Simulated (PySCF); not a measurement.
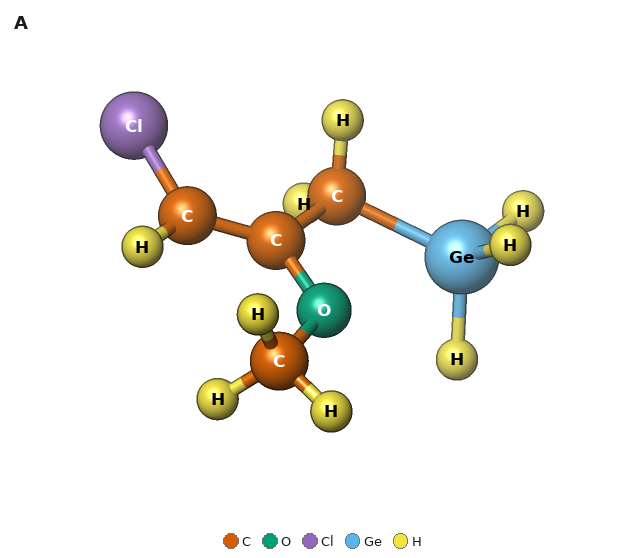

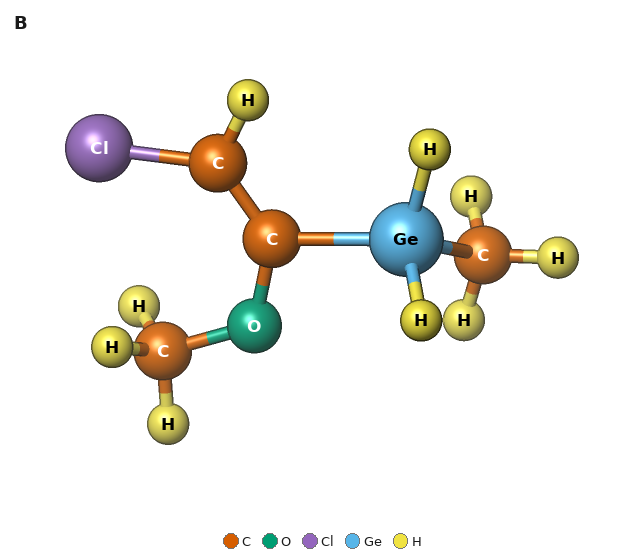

2 stationary structures of one formula. Geometries: GFN2-xTB. Electronic energies: B3LYP/def2-SVPD (PySCF 2.14.0), without zero-point energy. No frequency run is at hand to confirm each as a minimum. Each is one conformer, not always the lowest.

### Are they conformers, stereoisomers or constitutional isomers?

They are constitutional isomers of C4H9ClGeO: A `CO/C(=C/Cl)[CH2][GeH3]`, B `CO/[C](=C\Cl)[GeH2][CH3]`.

### Which is lowest in energy, and by how much?

B is lowest; A lies 0.104 eV above it.

The geometry is semi-empirical. Around Ge such bond lengths and angles can be off by a tenth of an ångström or more and by several degrees, and values that hang on the shape move with them.
